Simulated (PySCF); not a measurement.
# C9H11Br: excited states, first hyperpolarisability

Wanted: excited states, first hyperpolarisability for C9H11Br (`CC(C)c1ccc(Br)cc1`).

Programs: PySCF 2.14.0, with routines of our own; each step states its level. All values are computed. Atoms count from 0.

## 1. The starting structure

21 atoms, charge 0, multiplicity 1; geometry from: GFN2-xTB.

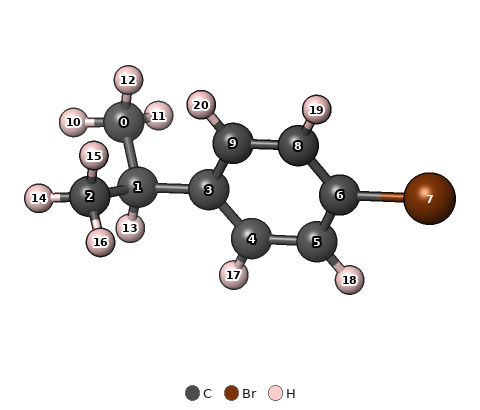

The starting geometry (carbon dark grey, bromine brown, hydrogen pink).

## 2. Relaxing the molecule at PBE0-D3(BJ)/def2-SVP

The job: settings as JSON, then the geometry in Å.

```
{"job": {"xc": "PBE0", "basis": "def2-SVP", "d3": "d3bj", "grid": 2, "kind": "geom"}, "charge": 0, "multiplicity": 1}
C     -2.024305     1.235588    -0.028421
C     -1.333371    -0.027067    -0.548169
C     -1.993806    -1.282945     0.024837
C      0.140119    -0.002337    -0.224853
C      1.083919    -0.012646    -1.244698
C      2.439632     0.009437    -0.970206
C      2.855734     0.043003     0.347812
Br     4.722653     0.073797     0.742932
C      1.939691     0.054573     1.384702
C      0.589316     0.031272     1.091049
H     -3.068752     1.244280    -0.332103
H     -1.539732     2.123888    -0.427757
H     -1.983139     1.280292     1.057011
H     -1.441182    -0.051703    -1.638333
H     -3.037905    -1.329575    -0.276587
H     -1.950990    -1.281105     1.111076
H     -1.488243    -2.175193    -0.337899
H      0.758292    -0.037762    -2.274685
H      3.163088     0.000670    -1.771011
H      2.278490     0.080859     2.408948
H     -0.118430     0.039615     1.905882
```

On the command line:

```
$ OMP_NUM_THREADS=1 python excited_run.py task.json out
```

One launch serves the whole session: the jobs run in the order shown.

The log of the run:

```text
step   0  E = -2922.48655851  max force = 0.015834
step   1  E = -2922.48866649  max force = 0.002880
step   2  E = -2922.48869932  max force = 0.000842
step   3  E = -2922.48870059  max force = 0.000678
step   4  E = -2922.48870677  max force = 0.000105
optimisation converged
```

Wall time 4.6 min (1 thread of Intel Xeon Platinum 8259CL at 2.50GHz, shared host); peak memory 1.1 GiB.

Relaxation path:

| step | energy from step 0 (eV) | largest force component (eV/Å) |
| --- | --- | --- |
| 0 | 0.0000 | 0.8142 |
| 1 | -0.0574 | 0.1481 |
| 2 | -0.0583 | 0.0433 |
| 3 | -0.0583 | 0.0349 |
| 4 | -0.0585 | 0.0054 |

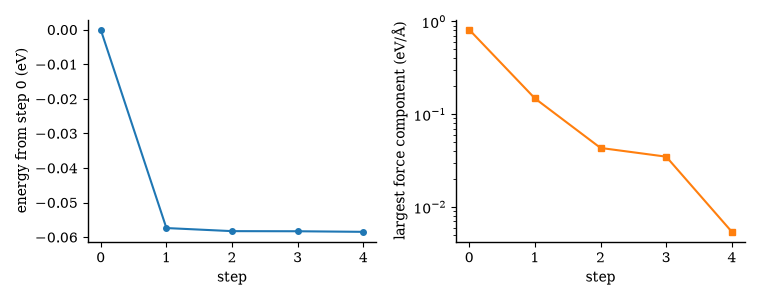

Energy and largest force along the relaxation.

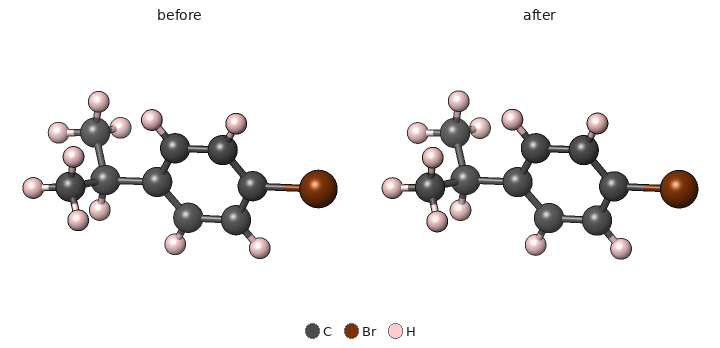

Before and after, at one scale.

Close pairs (by a distance rule), those that changed most:

| bond | before (Å) | after (Å) | change (Å) |
| --- | --- | --- | --- |
| C6–Br7 | 1.909 | 1.888 | -0.020 |
| C2–H15 | 1.087 | 1.102 | +0.015 |
| C0–H12 | 1.087 | 1.102 | +0.015 |
| C9–H20 | 1.079 | 1.093 | +0.014 |
| C0–H10 | 1.088 | 1.101 | +0.013 |
| C2–H14 | 1.088 | 1.101 | +0.013 |
| C4–H17 | 1.081 | 1.094 | +0.013 |
| C2–H16 | 1.088 | 1.100 | +0.012 |

The end geometry stands in the next job.

| at the end point | value |
| --- | --- |
| point group (found at 0.08 Å tolerance) | Cs |
| rotational constants (GHz, main isotopes) | 3.287, 0.359, 0.348 |
| dipole moment (D) | 2.15 |

## 3. Excited states: TDA CAM-B3LYP/def2-SVPD

The job: settings as JSON, then the geometry in Å.

```
{"job": {"kind": "states", "xc": "CAM-B3LYP", "basis": "def2-SVPD", "tda": true, "soc": true, "nstates": 6, "ntriplets": 5, "nquad": 4}, "charge": 0, "multiplicity": 1}
C     -2.636897     1.096941    -0.292164
C     -1.935502    -0.168332    -0.785177
C     -2.606250    -1.428388    -0.239041
C     -0.455023    -0.143607    -0.470260
C      0.497720    -0.153611    -1.492989
C      1.864064    -0.130730    -1.218523
C      2.290157    -0.097124     0.106215
Br     4.137363    -0.065528     0.496431
C      1.364603    -0.086502     1.148857
C      0.005307    -0.109765     0.852260
H     -3.697359     1.096914    -0.588980
H     -2.165119     2.001702    -0.703499
H     -2.600194     1.171069     0.806521
H     -2.025249    -0.192561    -1.884705
H     -3.666382    -1.466231    -0.534630
H     -2.567886    -1.455630     0.861749
H     -2.112822    -2.337957    -0.612632
H      0.165515    -0.179936    -2.534665
H      2.594521    -0.138910    -2.029252
H      1.707905    -0.060134     2.184481
H     -0.710820    -0.101073     1.678327
```

Level: TDA CAM-B3LYP/def2-SVPD excited states, vertical, gas phase, spin-orbit mean-field couplings.

The log of the run:

```text
coarse grid: 81144 points
cycle   1  E = -2923.0754031488  dE =  5.453e-01  |g| = 3.727e-01  |ddm| = 1.707e+01
cycle   2  E = -2923.0875435606  dE = -1.214e-02  |g| = 3.392e-01  |ddm| = 5.371e+00
cycle   3  E = -2923.1140500710  dE = -2.651e-02  |g| = 8.590e-02  |ddm| = 1.385e+00
cycle   4  E = -2923.1157266377  dE = -1.677e-03  |g| = 3.943e-02  |ddm| = 6.375e-01
cycle   5  E = -2923.1161191166  dE = -3.925e-04  |g| = 6.517e-03  |ddm| = 1.569e-01
cycle   6  E = -2923.1161298775  dE = -1.076e-05  |g| = 1.708e-03  |ddm| = 3.583e-02
cycle   7  E = -2923.1161307202  dE = -8.427e-07  |g| = 7.021e-04  |ddm| = 9.707e-03
final grid: 173040 points
cycle   8  E = -2923.1161456633  dE = -1.085e-07  |g| = 7.181e-04  |ddm| = 1.862e-02
cycle   9  E = -2923.1161456261  dE =  3.713e-08  |g| = 8.541e-04  |ddm| = 5.928e-03
cycle  10  E = -2923.1161458032  dE = -1.770e-07  |g| = 5.056e-05  |ddm| = 2.834e-03
cycle  11  E = -2923.1161458040  dE = -8.054e-10  |g| = 3.293e-05  |ddm| = 4.464e-04
cycle  12  E = -2923.1161458044  dE = -3.843e-10  |g| = 1.180e-05  |ddm| = 2.499e-04
converged SCF energy = -2923.1161458044

Singlet excitations
state   eV       nm        f     d(h-e)  d(exc)  Lambda  PR(NTO)  |dmu|/D   mu/D   main configurations
  1   5.2712   235.2   0.00389   0.293   2.921   0.708   1.802    0.929    1.405   H->L 0.52, H-1->L+1 0.25, H->L+1 0.13
  2   5.7127   217.0   0.00000   1.181   3.345   0.412   1.023    4.581    6.914   H->L+2 0.77
  3   5.9840   207.2   0.22787   0.485   3.151   0.745   1.524    1.269    1.065   H->L+1 0.61, H->L 0.18, H-1->L 0.15
  4   6.7669   183.2   0.00353   0.070   2.552   0.406   1.058    0.636    2.970   H-2->L+2 0.74, H-2->L+3 0.12
  5   6.8374   181.3   0.02356   0.112   4.086   0.332   1.127                     H->L+3 0.62, H->L+4 0.21
  6   6.8818   180.2   0.00035   1.918   3.843   0.243   1.038                     H-1->L+2 0.86

Triplet excitations (Tamm-Dancoff)
state   eV     d(h-e)  d(exc)  Lambda  PR(NTO)   main configurations
  1   3.9382   0.125   2.624   0.734   1.793   H->L+1 0.44, H-1->L 0.23, H->L 0.19
  2   4.5190   0.240   2.877   0.710   1.158   H->L 0.64, H->L+1 0.23
  3   4.6918   0.077   2.722   0.773   1.740   H-1->L 0.57, H->L+1 0.22, H-1->L+1 0.12
  4   5.1931   0.045   2.719   0.682   1.162   H-1->L+1 0.74, H-1->L 0.17
  5   5.2228   0.916   3.086   0.408   1.012   H->L+2 0.68
S1 - T1 = 1.3330 eV

Spin-orbit couplings |<S|Hso|T>| (cm-1)
             T1       T2       T3       T4       T5
S0        0.113    4.968    0.076    1.839  682.748
S1        0.521    0.044    0.030    0.005    1.722
S2       85.501   14.741   54.236    2.201    0.167
S3        0.041    0.098    0.026    0.558   43.234
S4       12.715    0.983    7.046    0.246  852.956
S5        4.623    7.570    3.741    7.676    2.626
S6        2.814   22.422    4.085   77.670    6.325
T1 sublevels (cm-1): 0.000 0.152 0.155   radiative rates (1/s): 124 0.0585 0.0563
```

Run time: 4.5 min. Hardware: 1 thread of Intel Xeon Platinum 8259CL at 2.50GHz, shared host; peak memory 1.5 GiB.

In short:

| quantity | value |
| --- | --- |
| S1 less T1 | 1.33 eV |

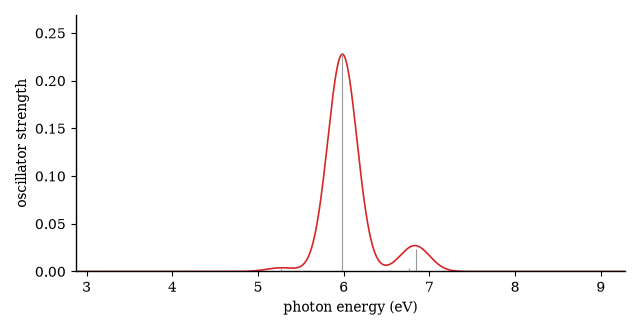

Absorption lines of the singlets. Lines are broadened to a width of 0.40 eV (Gaussian).

The fields below are evaluated on a grid from the run's orbitals.

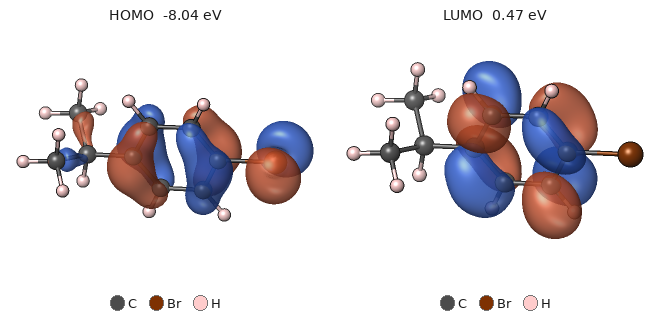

Frontier orbitals at CAM-B3LYP/def2-SVPD; each surface holds 70 % of the orbital's density, blue and red mark the sign.

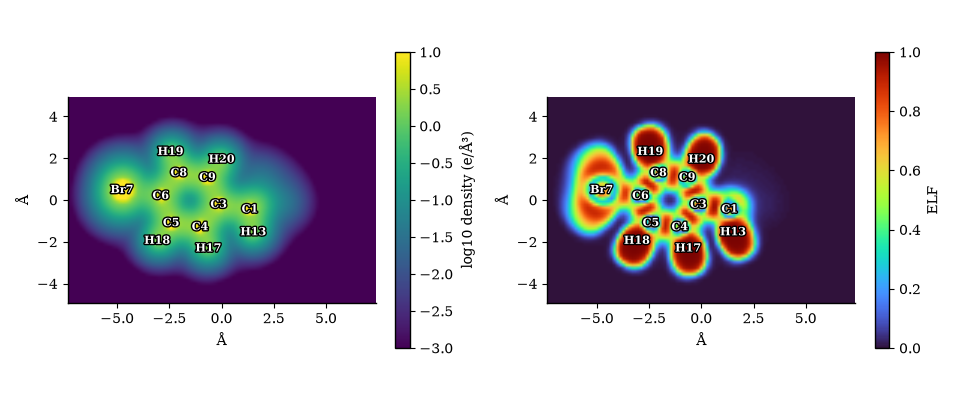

Density (left) and ELF (right) in a plane through or near 13 of the atoms.

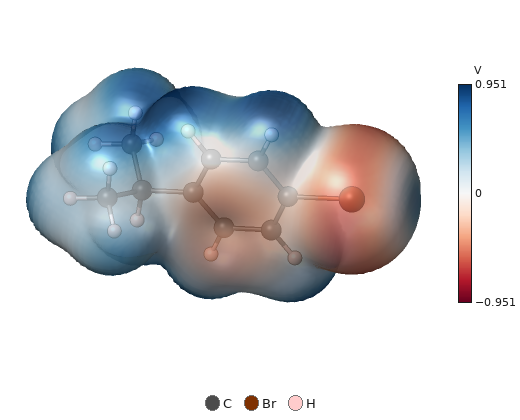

Electrostatic potential on the surface of density 0.002 e/bohr³; red is low, blue high. It runs from -0.60 V near Br7 to 0.95 V near H20.

## 4. Excited states: TDDFT CAM-B3LYP/def2-SVPD

Settings changed since step 3:

```diff
@@ -1,2 +1,2 @@
-{"job": {"kind": "states", "xc": "CAM-B3LYP", "basis": "def2-SVPD", "tda": true, "soc": true, "nstates": 6, "ntriplets": 5, "nquad": 4}, "charge": 0, "multiplicity": 1}
+{"job": {"kind": "states", "xc": "CAM-B3LYP", "basis": "def2-SVPD", "tpa": true, "nstates": 8, "nquad": 6, "ntriplets": 0}, "charge": 0, "multiplicity": 1}
 C     -2.636897     1.096941    -0.292164
```

Method: TDDFT CAM-B3LYP/def2-SVPD excited states, vertical, gas phase, two-photon moments by quadratic response.

The log of the run:

```text
coarse grid: 81144 points
cycle   1  E = -2923.0754031488  dE =  5.453e-01  |g| = 3.727e-01  |ddm| = 1.707e+01
cycle   2  E = -2923.0875435606  dE = -1.214e-02  |g| = 3.392e-01  |ddm| = 5.371e+00
cycle   3  E = -2923.1140500710  dE = -2.651e-02  |g| = 8.590e-02  |ddm| = 1.385e+00
cycle   4  E = -2923.1157266377  dE = -1.677e-03  |g| = 3.943e-02  |ddm| = 6.375e-01
cycle   5  E = -2923.1161191166  dE = -3.925e-04  |g| = 6.517e-03  |ddm| = 1.569e-01
cycle   6  E = -2923.1161298775  dE = -1.076e-05  |g| = 1.708e-03  |ddm| = 3.583e-02
cycle   7  E = -2923.1161307202  dE = -8.427e-07  |g| = 7.021e-04  |ddm| = 9.707e-03
final grid: 173040 points
cycle   8  E = -2923.1161456633  dE = -1.085e-07  |g| = 7.181e-04  |ddm| = 1.862e-02
cycle   9  E = -2923.1161456262  dE =  3.711e-08  |g| = 8.541e-04  |ddm| = 5.928e-03
cycle  10  E = -2923.1161458032  dE = -1.770e-07  |g| = 5.056e-05  |ddm| = 2.834e-03
cycle  11  E = -2923.1161458040  dE = -8.049e-10  |g| = 3.293e-05  |ddm| = 4.464e-04
cycle  12  E = -2923.1161458043  dE = -3.652e-10  |g| = 1.180e-05  |ddm| = 2.499e-04
converged SCF energy = -2923.1161458043

Singlet excitations
state   eV       nm        f     d(h-e)  d(exc)  Lambda  PR(NTO)  |dmu|/D   mu/D   delta(TPA)   sigma/GM   main configurations
  1   5.2081   238.1   0.00449   0.280   2.901   0.707   1.788    0.952    1.383        2.99      0.030   H->L 0.57, H-1->L+1 0.21, H->L+1 0.14
  2   5.6758   218.4   0.00011   1.187   3.343   0.412   1.028    4.530    6.863        5.66      0.067   H->L+2 0.76
  3   5.7785   214.6   0.20234   0.425   3.106   0.742   1.547    1.149    1.185       25.51      0.312   H->L+1 0.64, H->L 0.18, H-1->L 0.14
  4   6.6794   185.6   0.14312   0.264   2.831   0.544   2.727    0.336    2.002       14.31      0.234   H-2->L+2 0.35, H-1->L+1 0.23, H-1->L 0.12
  5   6.7439   183.8   0.22916   0.280   2.779   0.562   2.554    0.464    1.872        7.11      0.118   H-2->L+2 0.38, H-1->L 0.26, H->L+1 0.09
  6   6.7735   183.0   0.65543   0.339   2.893   0.688   1.812    0.850    1.486       39.85      0.670   H-1->L+1 0.39, H-1->L 0.36, H->L 0.09
  7   6.8330   181.4   0.02199   0.096   4.091   0.333   1.125                                            H->L+3 0.61, H->L+4 0.21
  8   6.8785   180.2   0.00033   1.924   3.845   0.243   1.038                                            H-1->L+2 0.86
```

Run time: 3.9 min. Hardware: 1 thread of Intel Xeon Platinum 8259CL at 2.50GHz, shared host; peak memory 1.5 GiB.

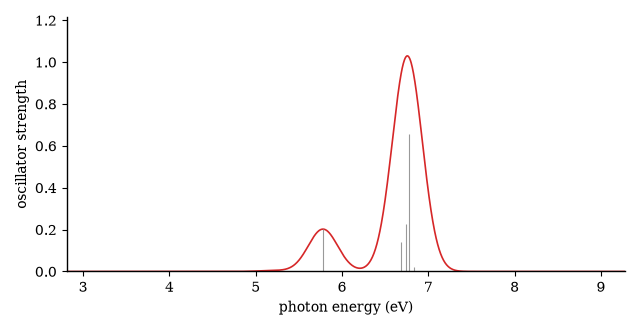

Absorption lines of the singlets. Lines are broadened to a width of 0.40 eV (Gaussian).

## 5. First hyperpolarisability: quadratic response CAM-B3LYP/def2-SVPD

Settings changed since step 4:

```diff
@@ -1,2 +1,2 @@
-{"job": {"kind": "states", "xc": "CAM-B3LYP", "basis": "def2-SVPD", "tpa": true, "nstates": 8, "nquad": 6, "ntriplets": 0}, "charge": 0, "multiplicity": 1}
+{"job": {"kind": "beta", "xc": "CAM-B3LYP", "basis": "def2-SVPD"}, "charge": 0, "multiplicity": 1}
 C     -2.636897     1.096941    -0.292164
```

With the program's defaults for keys left out, this is: quadratic response CAM-B3LYP/def2-SVPD first hyperpolarisability, Taylor convention, gas phase.

The log of the run:

```text
coarse grid: 81144 points
cycle   1  E = -2923.0754031488  dE =  5.453e-01  |g| = 3.727e-01  |ddm| = 1.707e+01
cycle   2  E = -2923.0875435606  dE = -1.214e-02  |g| = 3.392e-01  |ddm| = 5.371e+00
cycle   3  E = -2923.1140500710  dE = -2.651e-02  |g| = 8.590e-02  |ddm| = 1.385e+00
cycle   4  E = -2923.1157266377  dE = -1.677e-03  |g| = 3.943e-02  |ddm| = 6.375e-01
cycle   5  E = -2923.1161191166  dE = -3.925e-04  |g| = 6.517e-03  |ddm| = 1.569e-01
cycle   6  E = -2923.1161298775  dE = -1.076e-05  |g| = 1.708e-03  |ddm| = 3.583e-02
cycle   7  E = -2923.1161307202  dE = -8.427e-07  |g| = 7.021e-04  |ddm| = 9.707e-03
final grid: 173040 points
cycle   8  E = -2923.1161456633  dE = -1.084e-07  |g| = 7.181e-04  |ddm| = 1.862e-02
cycle   9  E = -2923.1161456261  dE =  3.711e-08  |g| = 8.541e-04  |ddm| = 5.928e-03
cycle  10  E = -2923.1161458032  dE = -1.770e-07  |g| = 5.056e-05  |ddm| = 2.834e-03
cycle  11  E = -2923.1161458040  dE = -8.145e-10  |g| = 3.293e-05  |ddm| = 4.464e-04
cycle  12  E = -2923.1161458043  dE = -3.702e-10  |g| = 1.180e-05  |ddm| = 2.499e-04
converged SCF energy = -2923.1161458043

Lowest singlets (eV, f): 5.2081 0.0045  5.6758 0.0001  5.7785 0.2023

First hyperpolarisability (au)
process     nm      |vector|   parallel      HRS      DR
static         -       32.24      19.28      25.12   1.993
shg       1907.0       27.92      16.69       26.1   1.815
eope      1907.0       30.89      18.47          -       -
shg       1064.0       14.96       8.88      29.45   1.552
eope      1064.0       27.59      16.48          -       -
```

Run time: 3.9 min. Hardware: 1 thread of Intel Xeon Platinum 8259CL at 2.50GHz, shared host; peak memory 1.5 GiB.

## 6. Excited states: TDA CAM-B3LYP/def2-SVPD in toluene

Settings changed since step 5:

```diff
@@ -1,2 +1,2 @@
-{"job": {"kind": "beta", "xc": "CAM-B3LYP", "basis": "def2-SVPD"}, "charge": 0, "multiplicity": 1}
+{"job": {"kind": "states", "xc": "CAM-B3LYP", "basis": "def2-SVPD", "tda": true, "soc": true, "nstates": 6, "ntriplets": 5, "nquad": 4, "solvent": "toluene"}, "charge": 0, "multiplicity": 1}
 C     -2.636897     1.096941    -0.292164
```

Method: TDA CAM-B3LYP/def2-SVPD excited states, vertical, IEF-PCM toluene (non-equilibrium response), spin-orbit mean-field couplings.

The log of the run:

```text
coarse grid: 81144 points
cycle   1  E = -2923.0785291838  dE =  5.426e-01  |g| = 3.698e-01  |ddm| = 1.716e+01
cycle   2  E = -2923.0914410189  dE = -1.291e-02  |g| = 3.305e-01  |ddm| = 5.200e+00
cycle   3  E = -2923.1168477326  dE = -2.541e-02  |g| = 7.733e-02  |ddm| = 1.393e+00
cycle   4  E = -2923.1182043978  dE = -1.357e-03  |g| = 3.640e-02  |ddm| = 5.753e-01
cycle   5  E = -2923.1185344914  dE = -3.301e-04  |g| = 5.710e-03  |ddm| = 1.451e-01
cycle   6  E = -2923.1185430326  dE = -8.541e-06  |g| = 1.610e-03  |ddm| = 3.525e-02
final grid: 173040 points
cycle   7  E = -2923.1185575012  dE = -1.411e-07  |g| = 1.814e-03  |ddm| = 2.057e-02
cycle   8  E = -2923.1185570916  dE =  4.096e-07  |g| = 2.223e-03  |ddm| = 1.548e-02
cycle   9  E = -2923.1185583649  dE = -1.273e-06  |g| = 1.743e-04  |ddm| = 7.979e-03
cycle  10  E = -2923.1185583738  dE = -8.944e-09  |g| = 6.333e-05  |ddm| = 1.027e-03
cycle  11  E = -2923.1185583755  dE = -1.621e-09  |g| = 2.282e-05  |ddm| = 4.930e-04
cycle  12  E = -2923.1185583756  dE = -1.364e-10  |g| = 2.967e-06  |ddm| = 1.775e-04
converged SCF energy = -2923.1185583756

Singlet excitations
state   eV       nm        f     d(h-e)  d(exc)  Lambda  PR(NTO)  |dmu|/D   mu/D   main configurations
  1   5.2836   234.7   0.00592   0.254   2.907   0.725   1.796    0.956    1.762   H->L 0.48, H-1->L+1 0.22, H->L+1 0.18
  2   5.7060   217.3   0.00000   1.288   3.370   0.411   1.021    5.506    8.222   H->L+2 0.80
  3   5.9448   208.6   0.31881   0.412   3.147   0.743   1.447    1.242    1.474   H->L+1 0.57, H->L 0.24, H-1->L 0.12
  4   6.7889   182.6   0.05166   0.074   2.604   0.459   1.284    0.456    3.172   H-2->L+2 0.74
  5   6.8148   181.9   0.03065   0.552   3.986   0.325   1.126                     H->L+3 0.70, H->L+4 0.15
  6   6.8442   181.2   0.00072   2.111   3.855   0.224   1.049                     H-1->L+2 0.84

Triplet excitations (Tamm-Dancoff)
state   eV     d(h-e)  d(exc)  Lambda  PR(NTO)   main configurations
  1   3.9517   0.112   2.618   0.730   1.803   H->L+1 0.40, H->L 0.23, H-1->L 0.21
  2   4.5462   0.199   2.865   0.726   1.176   H->L 0.57, H->L+1 0.29
  3   4.7007   0.062   2.719   0.757   1.746   H-1->L 0.52, H->L+1 0.20, H-1->L+1 0.16
  4   5.1843   0.064   2.718   0.697   1.180   H-1->L+1 0.67, H-1->L 0.23
  5   5.2319   1.012   3.120   0.408   1.012   H->L+2 0.72
S1 - T1 = 1.3319 eV

Spin-orbit couplings |<S|Hso|T>| (cm-1)
             T1       T2       T3       T4       T5
S0        0.098    4.866    0.063    1.774  660.232
S1        0.524    0.040    0.023    0.007    1.995
S2       83.312   13.570   53.025    2.063    0.148
S3        0.047    0.013    0.029    0.607   25.588
S4       12.068    0.952    6.799    0.234  787.443
S5        1.103    6.612    1.689   10.231    2.383
S6        2.645   23.420    3.713   77.233    5.239
T1 sublevels (cm-1): 0.000 0.145 0.148   radiative rates (1/s): 101 1.65 0.0427
```

Wall time 3.1 min (1 thread of Intel Xeon Platinum 8259CL at 2.50GHz, shared host); peak memory 1.6 GiB.

From this job:

| quantity | value |
| --- | --- |
| S1 less T1 | 1.33 eV |

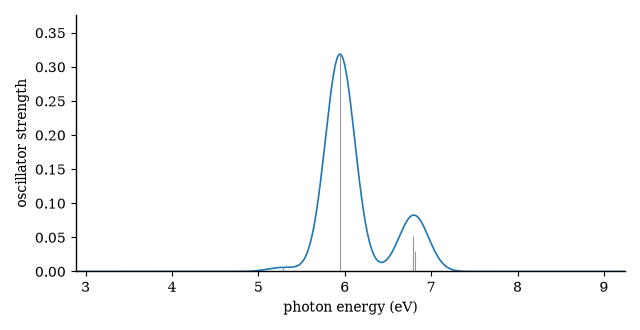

Absorption lines of the singlets. Lines are broadened to a width of 0.40 eV (Gaussian).

## 7. Results

| quantity | value |
| --- | --- |
| point group | Cs |
| rotational constants (main isotopes) | 3.29, 0.36, 0.35 GHz |
| S1 less T1 (step 3, TDA CAM-B3LYP/def2-SVPD) | 1.33 eV |
| surface potential, least and greatest | -0.60 V and 0.95 V |
| β vector (step 5, quadratic response CAM-B3LYP/def2-SVPD) | static 32, SHG 1907.0 nm 28, SHG 1064.0 nm 15 au |
| S1 less T1 (step 6, TDA CAM-B3LYP/def2-SVPD in toluene) | 1.33 eV |

What this shows: The optimisation took 4 steps and gained 0.058 eV; among the close pairs (by a distance rule), C6–Br7 changed most, from 1.909 to 1.888 Å. No frequency check was run at this level, so the end point may be a saddle. Scalar relativity is left out for the heavy atoms. In step 3, the number of triplets below S1 is at least 5, and the largest singlet-triplet spin-orbit coupling is S4–T5, 852.96 cm⁻¹. Steps that list no spin-orbit terms leave them out, which matters at and beside the heavy atoms. In step 6, the number of triplets below S1 is at least 5, and the largest singlet-triplet spin-orbit coupling is S4–T5, 787.44 cm⁻¹.
